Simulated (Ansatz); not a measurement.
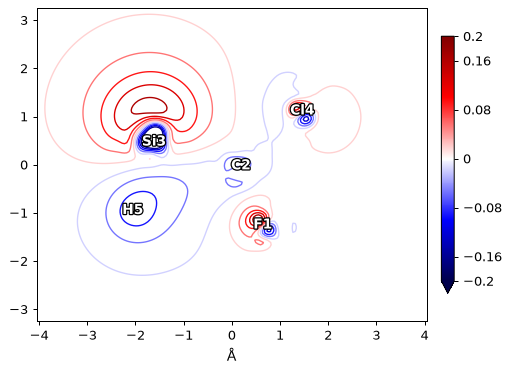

Figure 1: CHClFSi (doublet). One frontier orbital on the plane of atoms F1, C2 and Cl4 (values in Å⁻³ᐟ²; the overall sign is arbitrary).

The calculation used UKS PBE0/def2-SVP (Ansatz).

Input file:

```
crystal:
  periodic: [false, false, false]
  atoms:
    - { symbol: F, position_ang: [-0.91932, -0.70235, 0.97577] }
    - { symbol: C, position_ang: [-0.425, -0.21534, -0.1967] }
    - { symbol: Si, position_ang: [1.06159, 0.86953, -0.08995] }
    - { symbol: Cl, position_ang: [-1.71445, 0.07849, -1.30876] }
    - { symbol: H, position_ang: [1.99718, -0.03033, 0.61964] }
magnetization:
  spin_polarized: true
  initial_magnetization: 1
basis:
  gaussian: { orbitals: def2-SVP }
hamiltonian:
  xc: pbe0
relax:
  f_tol: 0.02
  max_steps: 50
output:
  orbitals: {}
```

Run with:

```sh
ansatz run input.yaml --threads 2 --pin off --max-ram 3072MiB --backend cpu --events-out ev --progress --plain --runs-dir out
```

The fields are those of the run's last geometry, not of the input's.

### Which orbital is it: HOMO (β) or LUMO (β)?

The LUMO (β), at −3.75 eV. By Hirshfeld shares it lies mainly on Si3 (about 50 %), C2 (about 30 %), Cl4 (about 10 %) and F1 (about 5 %); π-bonding across Si3–C2.
